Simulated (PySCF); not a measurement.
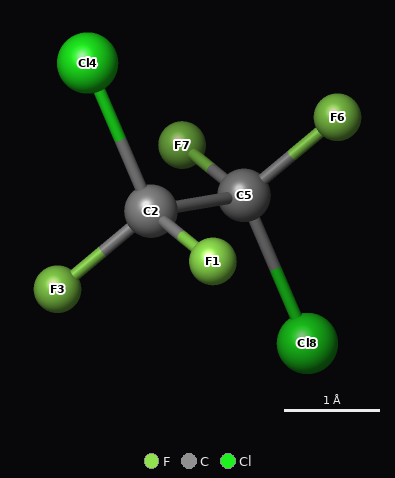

*The structure as given in the input (ball-and-stick view, seen at a tilt; atoms are numbered from 1 in the order of the input).*

Bond lengths as drawn: C–C 1.55 Å, C–Cl 1.76 Å and C–F 1.33 Å.

## Single-point calculation, with input and output: C2Cl2F4

C2Cl2F4 (dichlorotetrafluoroethane), computed with TPSS/6-31G*, RKS (PySCF 2.14.0).

The geometry comes from this level: PBE0-D4/def2-TZVP.

## The input (run.py)
```python
from pyscf import gto, dft

molecule = gto.M(
    atom=[
    ('F', (0.267760, -1.567040, -0.724840)),
    ('C', (-0.250750, -0.345590, -0.649700)),
    ('F', (0.153990, 0.355720, -1.703640)),
    ('Cl', (-2.005130, -0.446830, -0.644660)),
    ('C', (0.250750, 0.345580, 0.649700)),
    ('F', (-0.154030, -0.355670, 1.703660)),
    ('F', (-0.267710, 1.567060, 0.724780)),
    ('Cl', (2.005130, 0.446760, 0.644700)),
],
    basis='6-31g*',
    charge=0,
    spin=0,
    verbose=3,
    max_memory=1860,
)

mf = dft.RKS(molecule, xc='tpss')
mf.grids.level = 5
mf.conv_tol = 1e-10
mf.kernel()
if not mf.converged:
    mf = mf.newton().run(mf.mo_coeff, mf.mo_occ)

etot = mf.e_tot
print('E(%s) = %.9f' % ('TPSS', etot))
```

Machine: 1 thread of Intel Xeon @ 2.70GHz, 189 GiB of memory available, shared host.

Launch command:
```bash
OMP_NUM_THREADS=1 python run.py
```

## What the program printed
```
converged SCF energy = -1395.98880871264
E(TPSS) = -1395.988808713
```

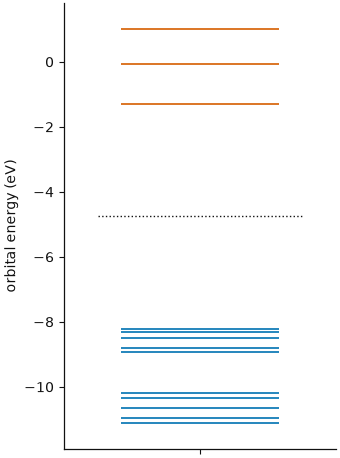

*Orbital energies near the frontier; the dotted line parts filled from empty levels, and levels within 0.02 eV of each other stand side by side.*

Highest filled −8.21 eV, lowest empty −1.30 eV, 6.91 eV apart.

## Summary

- outcome: converged
- total energy: −1395.988809 hartree
- basis functions: 120
- HOMO: −8.21 eV
- LUMO: −1.30 eV
- dipole moment: 0.00 D
- wall time: 72 s
- peak memory: 0.7 GiB
